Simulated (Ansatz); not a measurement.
FH2NS2Si

```tsv
atom	x (Å)	y (Å)	z (Å)
N	0.5266	0.1689	1.0627
Si	-0.1785	-0.3012	-0.3811
F	-0.1930	-1.8841	-0.3365
S	-1.7911	0.6802	-1.2516
S	0.1822	0.6343	-2.2023
H	0.6709	1.1298	1.3170
H	0.8440	-0.4958	1.7462
```

Geometry: PBE0-D4/def2-TZVP.

Level of theory: RKS PBE0-D4/def2-TZVPP (Ansatz).

> What can the converged electron density and electron localisation function tell about the bonding?

Si–F (1.58 Å): the density is about 1.2 e/Å³ at the midpoint; the ELF peaks at about 0.85 in the valence shell of F, 0.6 Å from its nucleus, and is about 0.35 at the midpoint.
Si–N (1.67 Å): the density is about 1.2 e/Å³ at the midpoint; the ELF peaks at about 0.90 between the atoms (a short, strongly polar bond).
N–H (1.00 Å): ρ is about 3 e/Å³ halfway; the ELF climbs to about 1 towards the hydrogen, as it does in any bond to H: a covalent bond by its length.

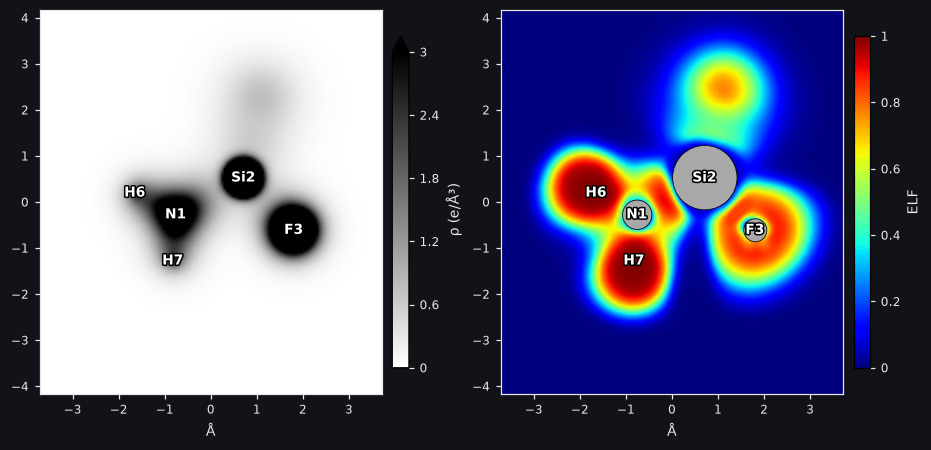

Computed electron density and electron localisation function on the plane of atoms Si2, N1 and H6, in this order. Grey discs cover the atomic cores in the ELF map. 
